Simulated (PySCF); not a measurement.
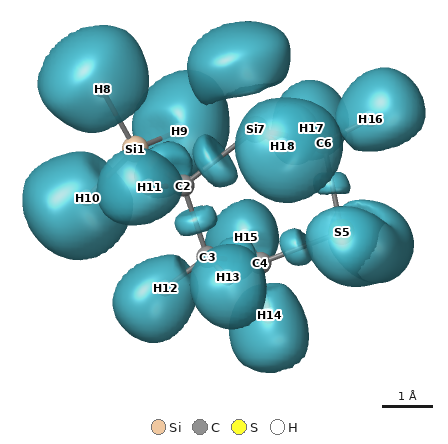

Figure. C$_{4}$H$_{11}$SSi$_{2}$ (SMILES [SiH3][C@H]1CCSC[SiH]1) (doublet). Isosurface of the ELF at 0.8 (cyan), seen at a tilt. Core shells and regions of very low density are left out.

Geometry: GFN2-xTB.

Theory: UKS B3LYP, pcH-1 on C H S Si, non-relativistic, mean-field spin-orbit, GIAO (PySCF).

```tsv
atom	x (Å)	y (Å)	z (Å)
Si	1.8860	0.8375	0.7310
C	0.9095	0.0470	-0.7092
C	0.3402	-1.3386	-0.3845
C	-0.7494	-1.3224	0.6754
S	-2.3382	-0.6486	0.0946
C	-1.8795	1.1179	-0.0419
Si	-0.4733	1.2128	-1.3149
H	2.6331	1.9667	0.1789
H	1.0010	1.3317	1.7906
H	2.7963	-0.1531	1.3158
H	1.6210	-0.0821	-1.5320
H	1.1477	-1.9863	-0.0250
H	-0.0680	-1.7951	-1.2920
H	-0.9895	-2.3395	0.9885
H	-0.4428	-0.7477	1.5507
H	-2.7833	1.6263	-0.3657
H	-1.6218	1.4716	0.9546
H	-0.9979	0.8084	-2.6265
```

> What do the ELF domains correspond to?

The surface consists of two regions between bonded C–C atoms (shared pairs), two regions between bonded C–S atoms (shared pairs), three regions between bonded C–Si atoms (shared pairs), eleven regions around hydrogen nuclei, one lobe on S, pointing away from the bonds (non-bonding electrons, which may merge into one lobe) and one lobe on Si, pointing away from the bonds (non-bonding electrons).

Values along the shortest contacts:
C–C (1.52 Å): the ELF peaks at about 0.95 between the atoms (a covalent bond). C–S (1.82 Å): the ELF peaks at about 0.90 between the atoms, as expected for localised, covalent bonding.
